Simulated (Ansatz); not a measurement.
# CH5FOSi (SMILES CO[SiH2]F): PBE0/def2-SVP

Aim: the vertical ionisation energy of CH5FOSi at PBE0/def2-SVP, from 2 runs. 

The calculation is run with Ansatz 0.2.0.

128 further runs of the same task are left out: 128 set aside as unsound or not needed. Runs told in other sessions of the task aren't counted.

### Step 1. Starting point

The species is CH5FOSi (9 atoms), meant as a singlet with charge 0. SMILES: `CO[SiH2]F`. Geometry: relaxed at PBE0-D4/def2-TZVP. This is one conformer, not always the lowest.

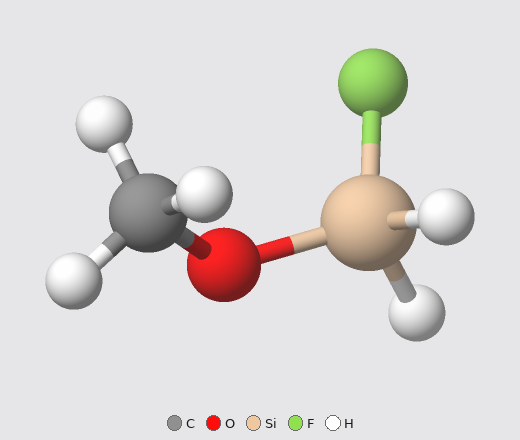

The structure, seen from a chosen angle (carbon grey, oxygen red, silicon light orange, fluorine green, hydrogen white).

### Step 2. A single-point energy at PBE0/def2-SVP

Input file input.yaml:

```yaml
crystal:
  periodic: [false, false, false]
  atoms:
    - {symbol: C, position_ang: [-0.280200, 1.150700, -0.688400]}
    - {symbol: O, position_ang: [-0.743600, -0.064200, -0.138000]}
    - {symbol: Si, position_ang: [0.168900, -1.127700, 0.679900]}
    - {symbol: F, position_ang: [1.202000, -1.865200, -0.290100]}
    - {symbol: H, position_ang: [0.189600, 0.979000, -1.660800]}
    - {symbol: H, position_ang: [-1.135900, 1.813600, -0.823000]}
    - {symbol: H, position_ang: [0.443400, 1.643500, -0.029000]}
    - {symbol: H, position_ang: [-0.748200, -2.141700, 1.231900]}
    - {symbol: H, position_ang: [0.992400, -0.434200, 1.700300]}
basis:
  gaussian:
    orbitals: def2-SVP
hamiltonian:
  xc: {name: PBE0}
accuracy: high
output: {orbitals: {seedname: orbitals}}
```

Started as:

```console
$ ansatz run input.yaml --threads 1 --pin off --max-ram 3480MiB --events-out events.jsonl --progress --plain --runs-dir runs
```

Log:

```text
Warning: RAYON_NUM_THREADS=1 ignored (pool sized by the plan → 1); use --threads N
Functional definition: PBE0
  name "PBE0"
  parameter a = 0.25
  parameter kappa = 0.804
  parameter beta = 0.06672455060314922
  exchange = (1 - a)*pbe_x(kappa = kappa, mu = beta*pi^2/3) + a*exact_x
  correlation = pbe_c(beta = beta)
1923 factors; integrals over basis functions are off by at most 3.8e-9 eV
mean field evaluation 1: about -13741.3771 eV, gradient 4.8e1 eV
mean field evaluation 2: about -13737.3384 eV, gradient 6.8e1 eV
mean field evaluation 4: about -13745.4875 eV, gradient 2.6e0 eV
mean field evaluation 8: about -13745.7171 eV, gradient 2.1e-1 eV
mean field evaluation 16: about -13745.7172 eV, gradient 5.6e-6 eV
mean field -13745.71721242 eV, -505.1457903746 hartree, gradient 4.5e-8 eV, S^2 0.000000; 0 other end points of the search recorded, 0 dependent functions left out
reference -13745.71721483 eV, -505.1457904632 hartree; 21, 21 occupied and 64, 64 virtual orbitals, 1923 factors
Total energy: -13745.71721483 eV, -505.1457904632 hartree
```

It took 7.8 s on 1 thread of Arm Neoverse V2, shared host; peak memory 0.27 GiB.

### Step 3. The doublet cation at the same level

Input file input.yaml:

```yaml
crystal:
  periodic: [false, false, false]
  atoms:
    - symbol: C
      position_ang: [-0.280200, 1.150700, -0.688400]
    - symbol: O
      position_ang: [-0.743600, -0.064200, -0.138000]
    - symbol: Si
      position_ang: [0.168900, -1.127700, 0.679900]
    - symbol: F
      position_ang: [1.202000, -1.865200, -0.290100]
    - symbol: H
      position_ang: [0.189600, 0.979000, -1.660800]
    - symbol: H
      position_ang: [-1.135900, 1.813600, -0.823000]
    - symbol: H
      position_ang: [0.443400, 1.643500, -0.029000]
    - symbol: H
      position_ang: [-0.748200, -2.141700, 1.231900]
    - symbol: H
      position_ang: [0.992400, -0.434200, 1.700300]
basis:
  gaussian:
    orbitals: def2-SVP
total_charge: 1
magnetization:
  spin_polarized: true
  initial_magnetization: 1
hamiltonian:
  xc: pbe0
accuracy: high
output: {orbitals: {seedname: orbitals}}
```

Started as:

```console
$ ansatz run input.yaml --threads 1 --pin off --max-ram 3480MiB --events-out events.jsonl --progress --plain --runs-dir runs
```

Log (excerpt; [...] marks lines left out):

```text
Warning: RAYON_NUM_THREADS=1 ignored (pool sized by the plan → 1); use --threads N
[... 7 set-up lines as earlier in the session ...]
1923 factors; integrals over basis functions are off by at most 3.8e-9 eV
mean field evaluation 1: about -13720.1144 eV, gradient 5.9e1 eV
mean field evaluation 2: about -13670.9872 eV, gradient 1.2e2 eV
mean field evaluation 4: about -13732.0575 eV, gradient 2.5e1 eV
mean field evaluation 8: about -13734.4337 eV, gradient 1.1e0 eV
mean field evaluation 16: about -13734.6718 eV, gradient 1.2e-1 eV
mean field evaluation 32: about -13734.6724 eV, gradient 1.8e-5 eV
mean field -13734.67239476 eV, -504.7399008122 hartree, gradient 7.6e-8 eV, S^2 0.757117; 4 other end points of the search recorded, 0 dependent functions left out
reference -13734.67239730 eV, -504.7399009056 hartree; 21, 20 occupied and 64, 65 virtual orbitals, 1923 factors
Total energy: -13734.67239730 eV, -504.7399009056 hartree
```

It took 26 s on 1 thread of Arm Neoverse V2, shared host; peak memory 0.39 GiB.

### Step 4. Outcome

Level: PBE0/def2-SVP.

```
                                          quantity          value
                     singlet CH5FOSi: total energy  -505.14579 Eh
                      singlet CH5FOSi: HOMO energy       -8.67 eV
                      singlet CH5FOSi: LUMO energy        1.48 eV
                    singlet CH5FOSi: HOMO–LUMO gap       10.15 eV
                      doublet cation: total energy  -504.73990 Eh
doublet cation: HOMO energy (highest over α and β)      -15.44 eV
 doublet cation: LUMO energy (lowest over α and β)      -13.40 eV
                              doublet cation: ⟨S²⟩          0.757
vertical ionisation energy (to the doublet cation)      11.045 eV
```

Removing an electron at fixed nuclei costs 11.04 eV (1066 kJ/mol). −ε(HOMO) before ionisation, 8.67 eV, is 2.37 eV below this ionisation energy.
